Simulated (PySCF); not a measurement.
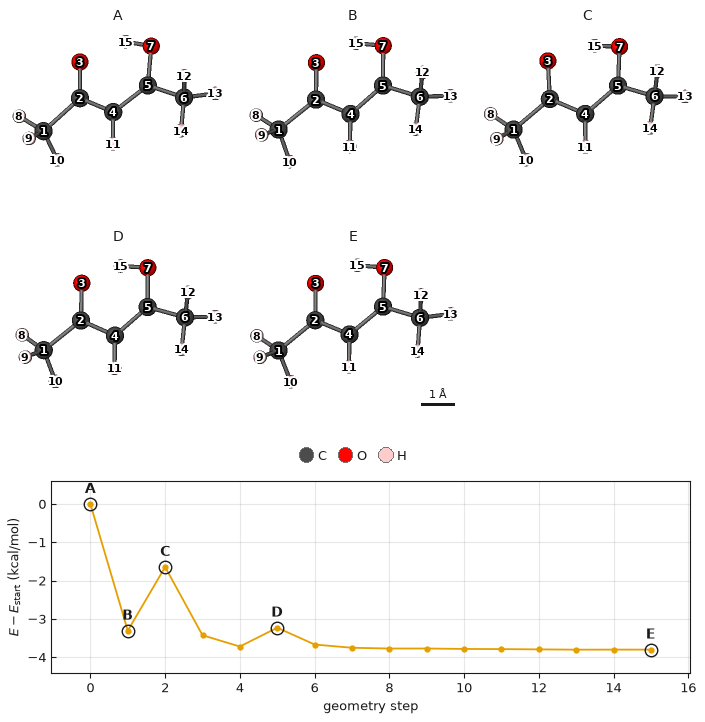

Frames of a relaxation of C5H8O2, marked on the history of the run. The picture is a ball-and-stick view, seen from a free direction.

The start comes from GFN2-xTB. Its atoms were then displaced at random by about 0.01 Å.

Computed with PBE0-D3(BJ)/def2-SVP geometry optimisation, gas phase (PySCF). 

Question: What happens along the run?

Answer: The atom that moves furthest after the best rigid fit is H9 (0.15 Å). By element the largest moves are H 0.15 Å, C 0.07 Å, O 0.06 Å. Among the contacts that change: C1–H9 1.063 → 1.102 Å, O7–H15 0.985 → 1.023 Å, C1–C2 1.537 → 1.503 Å, C2–C4 1.404 → 1.438 Å. Bond angles that change, for instance: C1–C2–C4 115.6° → 119.1°, C5–C4–H11 116.8° → 120.2°, H9–C1–H10 110.4° → 107.2°. Over 15 geometry steps the energy falls by 3.80 kcal/mol. The run took 110 s on 1 thread of Arm Neoverse V1, with other jobs on the host. From step 0 to 1: H15 moves most (0.18 Å), energy −3.30 kcal/mol. From step 1 to 2: H15 moves most (0.22 Å), energy +1.66 kcal/mol. From step 2 to 5: H15 moves most (0.19 Å), energy −1.58 kcal/mol. From step 5 to 15: H12 moves most (0.12 Å), energy −0.57 kcal/mol.

| step | E − E(0), kcal/mol |
| --- | --- |
| 0 | 0.00 |
| 1 | -3.30 |
| 2 | -1.64 |
| 3 | -3.42 |
| 4 | -3.72 |
| 5 | -3.23 |
| 6 | -3.67 |
| 7 | -3.75 |
| 8 | -3.77 |
| 9 | -3.77 |
| 10 | -3.78 |
| 11 | -3.79 |
| 12 | -3.79 |
| 13 | -3.80 |
| 14 | -3.80 |
| 15 | -3.80 |
